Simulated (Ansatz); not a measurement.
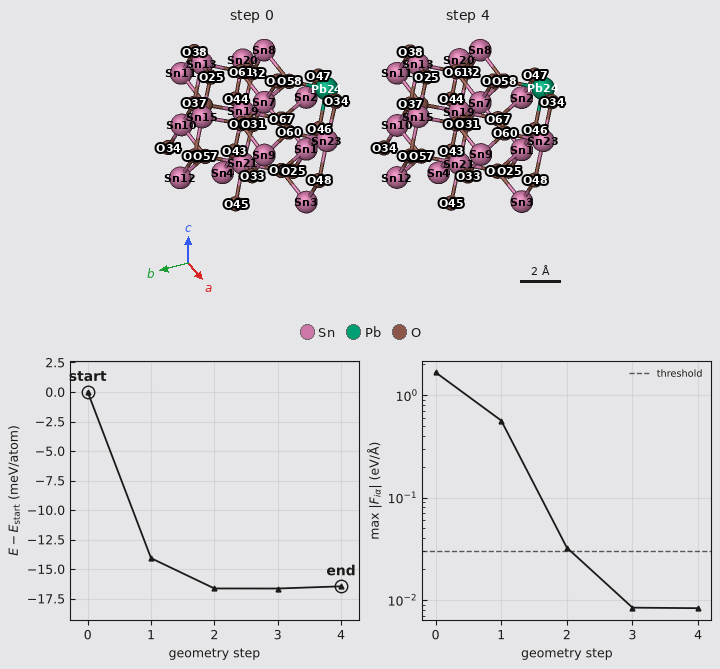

First and last geometry of a relaxation of a crystal of Sn23PbO48 (a generated structure, set up in P1), with the history of the run. A ball-and-stick model of the atoms within 5.0 Å of the atom that moves most (axes of the cell of the calculation), seen from a free direction.

These are results of Ansatz, DFT, PBEsol, PAW, plane waves, not measurements. (plane-wave cutoff 420 eV; k-point mesh 1 × 1 × 1; mesh shifted by (0.25, 0.25, 0.25); no spin polarisation; cell relaxed at fixed alpha, beta, gamma; force threshold 0.03 eV/Å; at most 80 steps)

Q: Read the history and describe the run.

A: It converged. The energy falls by 16.5 meV per atom in 4 geometry steps. Largest force component: 1.7 eV/Å at the start, 0.0083 eV/Å at the end. The pressure goes from −0.07 to −0.02 GPa. The atom that moves furthest relative to the cell is an O atom (0.087 Å along [−2 1 0]). Largest moves by element: O 0.087 Å, Sn 0.070 Å, Pb 0.060 Å. The drawn cell changes as follows: a = b 9.565 → 9.557 Å (−0.1 %), c 9.672 → 9.661 Å (−0.1 %); the volume changes by −0.3 %. Among the contacts that change: O–Pb 2.040 → 2.154 Å, O–Pb 2.053 → 2.140 Å, O–Pb 2.077 → 2.155 Å, O–Sn 2.148 → 2.072 Å. Bond angles that change, for instance: Sn–O–Sn 99.8° → 104.0°, O–Sn–O 87.1° → 90.7°, O–Sn–O 176.4° → 180.0°. Within 0.06 Å the space group is P1 at the start and Cmmm at the end; at a tighter tolerance small leftover displacements or strains of the cell lower it.
